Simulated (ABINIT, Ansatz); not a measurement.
# CdS (Hawleyite): G0W0 on several meshes in ABINIT

How does the mesh move the gap of CdS (Hawleyite)?

Method: PBE and many-body steps on it, plane waves, in ABINIT 10.8.3.

**1. The starting structure**

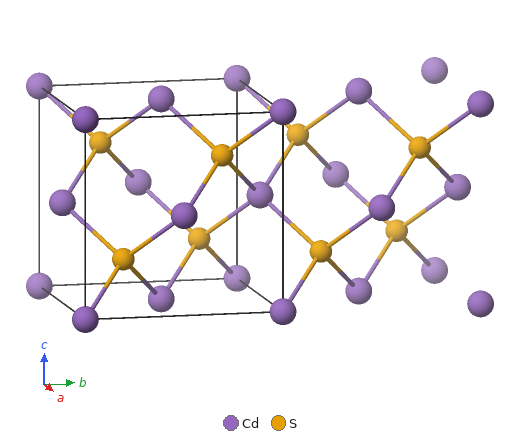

The cell as given, slightly off an axis (cadmium purple, sulfur orange). 1×2×1 cells are drawn. This picture shows the conventional cell, with its axes. Bonds to atoms that aren't drawn are left out. Some periodic images of atoms are drawn too.

 The runs that relaxed it are not among those shown.

**2. Empty states on the mesh, 4×4×4 mesh, 379 bands**

This step: ABINIT 10.8.3; DFT, PBE, plane waves, norm-conserving pseudopotentials.

The sums over transitions need many empty states on a uniform mesh; this step solves for them.

run.abi reads:

```
acell 3*1.0 Angstrom
rprim 
  -0.000000000000 2.958200000000 2.958200000000
  2.958200000000 -0.000000000000 2.958200000000
  2.958200000000 2.958200000000 -0.000000000000
ntypat 2
znucl 48 16
natom 2
typat 1 2
xred 
  0.000000000000 0.000000000000 0.000000000000
  0.250000000000 0.250000000000 0.250000000000
pp_dirpath "pseudos"
pseudos "Cd.upf, S.upf"
ecut 47
ngkpt 4 4 4
nshiftk 1
shiftk 0 0 0
kptopt 1
chksymbreak 0
iscf -2
irdden 1
istwfk *1
nband 379
nbdbuf 34
tolwfr 1e-09
nstep 60
prtvol 0
indata_prefix "in"
outdata_prefix "out"
tmpdata_prefix "tmp"
```

Started as:

```console
$ OMP_NUM_THREADS=1 mpirun -n 8 abinit run.abi > log
```

Numbers of over 12 decimals in the logs are rounded to 6 here.

The program printed:

```text
.Version 10.8.3 of ABINIT. v10.8.2 released Aug 2026.

 Symmetries : space group F-4 3 m (#216); Bravais cF (face-center cubic)
[... echo of the input left out ...]
== DATASET  1 ==================================================================
-   mpi_nproc: 8, omp_nthreads: 1 (-1 if OMP is not activated)

--- !DatasetInfo
iteration_state: {dtset: 1, }
dimensions: {natom: 2, nkpt: 8, mband: 379, nsppol: 1, nspinor: 1, nspden: 1, mpw: 5410, }
cutoff_energies: {ecut:  47.0, pawecutdg:  -1.0, }
[...]
7.55904    7.55904    7.55904    7.58087    7.67856    7.67867    7.69642    7.69859
   7.69865    7.69900    7.76709    7.76775    7.77114    7.78450    7.79054    7.79339
   7.81960    7.82771    7.83385
 prteigrs : prtvol=0 or 1, do not print more k-points.

== END DATASET(S) ==============================================================
================================================================================

 -outvars: echo values of variables after computation  --------
            nband         379
             nkpt           8
          spgroup         216
 [... the other variables as echoed above ...]

 Calculation completed.
```

It took 3.3 min on 8 MPI ranks of Intel Xeon Platinum 8488C (Sapphire Rapids), shared host; peak memory 1.1 GiB; 26 min of CPU time.

This step gave:

```yaml
gap: 1.051 eV
k_of_the_valence_top: 0, 0, 0
k_of_the_conduction_bottom: 0, 0, 0
least_direct_gap: 1.051 eV
k_points_computed: 8
lowest_point_of_the_top_converged_band_above_the_valence_top: 190.5673 eV
```

On this mesh the gap is 1.051 eV.

The density comes from a self-consistent run that is not shown.

**3. Screening, 4×4×4 mesh, 148 bands, screening to 176.9 eV**

The RPA dielectric matrix is built and inverted for each q.

This step: RPA screening on PBE, plane waves, norm-conserving pseudopotentials.

Changes to run.abi since step 2:

```diff
@@ -20,10 +20,11 @@
 chksymbreak 0
-iscf -2
-irdden 1
 istwfk *1
-nband 379
-nbdbuf 34
-tolwfr 1e-09
-nstep 60
-prtvol 0
+occopt 1
+irdwfk 1
+optdriver 3
+nband 148
+ecuteps 6.5
+inclvkb 2
+awtr 1
+symchi 1
 indata_prefix "in"
```

The program printed:

```text
.Version 10.8.3 of ABINIT. v10.8.2 released Aug 2026.

 Symmetries : space group F-4 3 m (#216); Bravais cF (face-center cubic)
[... echo of the input left out ...]
== DATASET  1 ==================================================================
-   mpi_nproc: 8, omp_nthreads: 1 (-1 if OMP is not activated)

--- !DatasetInfo
iteration_state: {dtset: 1, }
dimensions: {natom: 2, nkpt: 8, mband: 148, nsppol: 1, nspinor: 1, nspden: 1, mpw: 5410, }
cutoff_energies: {ecut:  47.0, pawecutdg:  -1.0, }
electrons: {nelect:   2.60000000E+01, charge:   0.00000000E+00, occopt:   1.00000000E+00, tsmear:   1.00000000E-02, }

 SCREENING: Calculation of the susceptibility and dielectric matrices

 Based on a program developped by R.W. Godby, V. Olevano, G. Onida, and L. Reining.
 Incorporated in ABINIT by V. Olevano, G.-M. Rignanese, and M. Torrent.
.Using double precision arithmetic ; gwpc =  8

[... cell and pseudopotentials left out ...]
--------------------------------------------------------------------------------

 ==== K-mesh for the wavefunctions ====
 Number of points in the irreducible wedge :     8
[... list of points left out ...]
 Together with 24 symmetry operations and time-reversal symmetry
 yields    64 points in the full Brillouin Zone.

 ==== Q-mesh for the screening function ====
 Number of points in the irreducible wedge :     8
[... list of points left out ...]
 Together with 24 symmetry operations and time-reversal symmetry
 yields    64 points in the full Brillouin Zone.

 setmesh: FFT mesh size selected  =    36x   36x   36
          total number of points  =        46656

 vcoul_init : cutoff-mode = AUXILIARY_FUNCTION
 q-points for optical limit:   1
     1)      0.000010    0.000020    0.000030

- screening: taking advantage of time-reversal symmetry
- Maximum band index for partially occupied states nbvw = 13
- Remaining bands to be divided among processors   nbcw = 135
- Number of bands treated by each node ~16

 Number of electrons calculated from density =   26.0000; Expected =   26.0000
 average of density, n =  0.074416
 r_s =    1.4749
 omega_plasma =   26.3140 [eV]

 calculating chi0 at frequencies [eV] :
  1    0.000000E+00    0.000000E+00
  2    0.000000E+00    2.631405E+01

--------------------------------------------------------------------------------
  q-point number  1        q = ( 0.000000, 0.000000, 0.000000) [r.l.u.]
--------------------------------------------------------------------------------
[... chi0 elements left out ...]
 For q-point:  0.000010 0.000020 0.000030
  dielectric constant =  12.1274
  dielectric constant without local fields =  12.8600

  Average fulfillment of the sum rule on Im[epsilon] for q-point    1 :     72.18  [%]
[... wings left out ...]
  q-point number  2        q = ( 0.250000, 0.000000, 0.000000) [r.l.u.]
--------------------------------------------------------------------------------
[... chi0 elements left out ...]
  Average fulfillment of the sum rule on Im[epsilon] for q-point    2 :     82.25  [%]

 [... 6 further q-points ...]
```

Run time: 42 s. Hardware: 8 MPI ranks; peak memory 2.4 GiB; 5.5 min of CPU time.

Numbers from this step:

* ε∞ with local fields, on this mesh, along the program's q direction: 12.13
* the same without local fields: 12.86
* plasma frequency: 26.31 eV
* plane waves in the screening matrix: 283

Local fields lower ε∞ by 6 %. On a Γ-centred mesh this coarse the value itself is usually too large, while a short band sum pulls it down.

**4. 4×4×4**

The self-energy is evaluated for the states that the input lists, and the levels follow from it, in one-shot runs by the linearised quasiparticle equation.

This step: G0W0 on PBE, plane waves, norm-conserving pseudopotentials.

Changes to run.abi since step 3:

```diff
@@ -23,8 +23,15 @@
 irdwfk 1
-optdriver 3
+optdriver 4
 nband 148
+gwcalctyp 0
+ecutsigx 47
+symsigma 1
+nkptgw 1
+kptgw 
+  0.0000000000 0.0000000000 0.0000000000
+bdgw 
+  11 17
 ecuteps 6.5
-inclvkb 2
-awtr 1
-symchi 1
+irdscr 1
+ppmodel 1
 indata_prefix "in"
```

The program printed:

```text
.Version 10.8.3 of ABINIT. v10.8.2 released Aug 2026.

 Symmetries : space group F-4 3 m (#216); Bravais cF (face-center cubic)
[... echo of the input left out ...]
== DATASET  1 ==================================================================
-   mpi_nproc: 8, omp_nthreads: 1 (-1 if OMP is not activated)

--- !DatasetInfo
iteration_state: {dtset: 1, }
dimensions: {natom: 2, nkpt: 8, mband: 148, nsppol: 1, nspinor: 1, nspden: 1, mpw: 5410, }
cutoff_energies: {ecut:  47.0, pawecutdg:  -1.0, }
electrons: {nelect:   2.60000000E+01, charge:   0.00000000E+00, occopt:   1.00000000E+00, tsmear:   1.00000000E-02, }

 SIGMA: Calculation of the GW corrections

 Based on a program developped by R.W. Godby, V. Olevano, G. Onida, and L. Reining.
 Incorporated in ABINIT by V. Olevano, G.-M. Rignanese, and M. Torrent.
.Using double precision arithmetic ; gwpc =  8

[... cell and pseudopotentials left out ...]
--------------------------------------------------------------------------------

 ==== K-mesh for the wavefunctions ====
 Number of points in the irreducible wedge :     8
[... list of points left out ...]
 Together with 24 symmetry operations and time-reversal symmetry
 yields    64 points in the full Brillouin Zone.

 ==== Q-mesh for screening function ====
 Number of points in the irreducible wedge :     8
[... list of points left out ...]
 Together with 24 symmetry operations and time-reversal symmetry
 yields    64 points in the full Brillouin Zone.

 vcoul_init : cutoff-mode = AUXILIARY_FUNCTION
 q-points for optical limit:   1
     1)      0.000010    0.000020    0.000030
 setmesh: FFT mesh size selected  =    50x   50x   50
          total number of points  =       125000

 Number of electrons calculated from density =   26.0000; Expected =   26.0000
 average of density, n =  0.074416
 r_s =    1.4749
 omega_plasma =   26.3140 [eV]

 === KS Band Gaps ===
  >>>> For spin  1
   Minimum direct gap =   1.0517 [eV], located at k-point      :   0.0000  0.0000  0.0000
   Fundamental gap    =   1.0517 [eV], Top of valence bands at :   0.0000  0.0000  0.0000
                                       Bottom of conduction at :   0.0000  0.0000  0.0000
 SIGMA fundamental parameters:
 PLASMON POLE MODEL  1
 number of plane-waves for SigmaX                 5329
 number of plane-waves for SigmaC and W            283
 number of plane-waves for wavefunctions          5329
 number of bands                                   148
 number of independent spin polarizations            1
 number of spinorial components                      1
 number of k-points in IBZ                           8
 number of q-points in IBZ                           8
 number of symmetry operations                      24
 number of k-points in BZ                           64
 number of q-points in BZ                           64
 number of frequencies for dSigma/dE                 9
 frequency step for dSigma/dE [eV]                0.25
 number of omega for Sigma on real axis              0
 max omega for Sigma on real axis  [eV]           0.00
 zcut for avoiding poles [eV]                     0.10

 EPSILON^-1 parameters (SCR file):
 dimension of the eps^-1 matrix on file            283
 dimension of the eps^-1 matrix used               283
 number of plane-waves for wavefunctions          5329
 number of bands                                   148
 number of q-points in IBZ                           8
 number of frequencies                               2
 number of real frequencies                          1
 number of imag frequencies                          1

 matrix elements of self-energy operator (all in [eV])

 Perturbative Calculation

--- !SelfEnergy_ee
iteration_state: {dtset: 1, }
kpoint     : [   0.000,    0.000,    0.000, ]
spin       : 1
KS_gap     :    1.052
QP_gap     :    1.982
Delta_QP_KS:    0.930
data: !SigmaeeData |
     Band     E0 <VxcDFT>   SigX SigC(E0)      Z dSigC/dE  Sig(E)    E-E0       E
       11   3.886 -15.122 -18.135   1.990   0.777  -0.287 -15.917  -0.795   3.090
       12   3.886 -15.122 -18.135   1.990   0.777  -0.287 -15.917  -0.795   3.090
       13   3.886 -15.122 -18.135   1.990   0.777  -0.287 -15.917  -0.795   3.090
       14   4.937 -10.572  -6.678  -3.727   0.809  -0.236 -10.437   0.135   5.072
       15  10.422 -10.464  -5.655  -4.358   0.806  -0.241 -10.100   0.363  10.785
       16  10.422 -10.464  -5.655  -4.358   0.806  -0.241 -10.100   0.363  10.785
       17  10.422 -10.464  -5.655  -4.358   0.806  -0.241 -10.100   0.363  10.785

== END DATASET(S) ==============================================================
================================================================================

 -outvars: echo values of variables after computation  --------
           etotal      0.0000000000E+00
            nband         148
             nkpt           8
          spgroup         216
 [... the other variables as echoed above ...]

 Calculation completed.
```

Elapsed: 7.8 s, on 8 MPI ranks; peak memory 1.8 GiB; 61 s of CPU time.

This step gave:

```
G0W0 gap on the points computed              : 1.982 eV
starting gap on the mesh                     : 1.051 eV
k of the valence top                         : 0, 0, 0
k of the conduction bottom                   : 0, 0, 0
Z at the valence top                         : 0.777
Z at the conduction bottom                   : 0.809
least direct G0W0 gap on the computed points : 1.982 eV
```

The gap on the mesh goes from 1.05 eV to 1.98 eV, a correction of +0.93 eV.

**5. Empty states on the mesh, 6×6×6 mesh, 162 bands**

This step: DFT, PBE, plane waves, norm-conserving pseudopotentials.

Changes to run.abi since step 4:

```diff
@@ -15,3 +15,3 @@
 ecut 47
-ngkpt 4 4 4
+ngkpt 6 6 6
 nshiftk 1
@@ -20,18 +20,10 @@
 chksymbreak 0
+iscf -2
+irdden 1
 istwfk *1
-occopt 1
-irdwfk 1
-optdriver 4
-nband 148
-gwcalctyp 0
-ecutsigx 47
-symsigma 1
-nkptgw 1
-kptgw 
-  0.0000000000 0.0000000000 0.0000000000
-bdgw 
-  11 17
-ecuteps 6.5
-irdscr 1
-ppmodel 1
+nband 162
+nbdbuf 14
+tolwfr 1e-09
+nstep 60
+prtvol 0
 indata_prefix "in"
```

The program printed:

```text
.Version 10.8.3 of ABINIT. v10.8.2 released Aug 2026.

 Symmetries : space group F-4 3 m (#216); Bravais cF (face-center cubic)
[... echo of the input left out ...]
== DATASET  1 ==================================================================
-   mpi_nproc: 8, omp_nthreads: 1 (-1 if OMP is not activated)

--- !DatasetInfo
iteration_state: {dtset: 1, }
dimensions: {natom: 2, nkpt: 16, mband: 162, nsppol: 1, nspinor: 1, nspden: 1, mpw: 5410, }
cutoff_energies: {ecut:  47.0, pawecutdg:  -1.0, }
[...]
3.84087    3.84684    3.92779    3.92779    3.94768    3.94768    3.94768    4.01581
   4.03829    4.03829    4.03830    4.07947    4.07957    4.07982    4.08098    4.08110
   4.08396    4.11069
 prteigrs : prtvol=0 or 1, do not print more k-points.

== END DATASET(S) ==============================================================
================================================================================

 -outvars: echo values of variables after computation  --------
            nband         162
             nkpt          16
          spgroup         216
 [... the other variables as echoed above ...]

 Calculation completed.
```

Run time: 85 s. Hardware: 8 MPI ranks; peak memory 0.91 GiB.

Numbers from this step:

```yaml
gap: 1.051 eV
k_of_the_valence_top: 0, 0, 0
k_of_the_conduction_bottom: 0, 0, 0
least_direct_gap: 1.051 eV
k_points_computed: 16
lowest_point_of_the_top_converged_band_above_the_valence_top: 100.9404 eV
```

On this mesh the gap is 1.051 eV.

(Continued in part 2 of 2.)

[Paths, hosts, dates, memory and timing lines, banners, echoed tables and standing remarks are left out of the program output.]

[Logs are printed without paths, hosts, clocks, repeated set-up lines and the standing remarks that a program may print on its own settings, such as how far it seeks lower states.]

[Runs of the session that timed out or met a known fault of the program may be left out.]

[Hosts, paths, dates, database ids (printed as entryN), source tags and the programs' standing remarks are cut or masked in the printed files.]

[G0W0 gaps are taken among the corrected bands and points alone; a level outside them can change the order at an edge.]

[Where Ansatz stands beside ABINIT at settings called matched, ABINIT's density can come from a denser mesh and the files from another edition; pairs whose starting gaps differed by over 0.03 eV were left out, so agreement reads better than it is.]
